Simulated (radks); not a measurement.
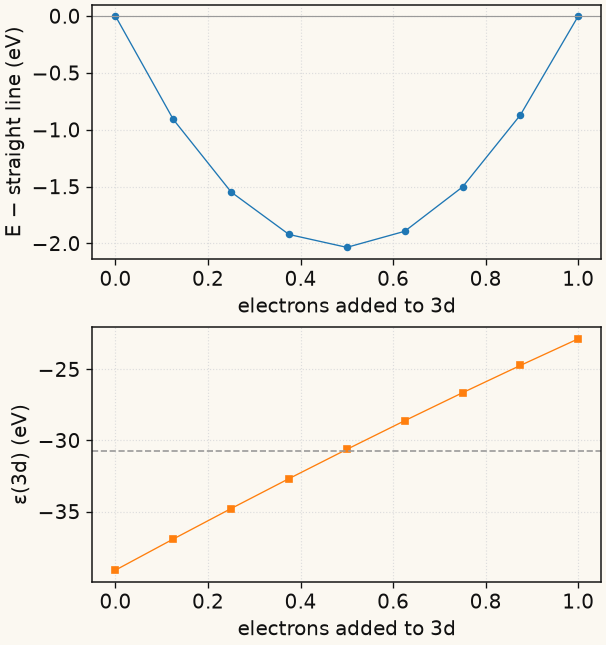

Level of theory: scalar-relativistic Kohn-Sham, PBE, spin-unpolarised, spherical densities, point nucleus. Computed with the in-house radial solver radks. The occupation of the 3d shell is varied from Cr³⁺ ([Ar] 3d3) to Cr²⁺ ([Ar] 3d4), with spherical fractional occupations. The plot shows the total energy less the straight line between the end points, and the eigenvalue of 3d (the dashed line is minus the energy to take the whole electron out).

What does the shape say about the method?

Answer. The curve is convex (below the straight line), with the largest deviation among the points computed, −2.03 eV, at 0.5. The end points differ by 30.7 eV, the energy to take the electron out. The eigenvalue, which is the slope of the energy (Janak's theorem), moves from −39.1 eV at 0 to −22.9 eV at 1; for a straight line it would stay constant, and a parabola would sag by an eighth of this change, scaled to a whole electron, 2.03 eV. Convexity is the mark of the delocalisation error, which puts fractional charges too low; for p, d and f shells the spherical spreading of the fraction adds to it.
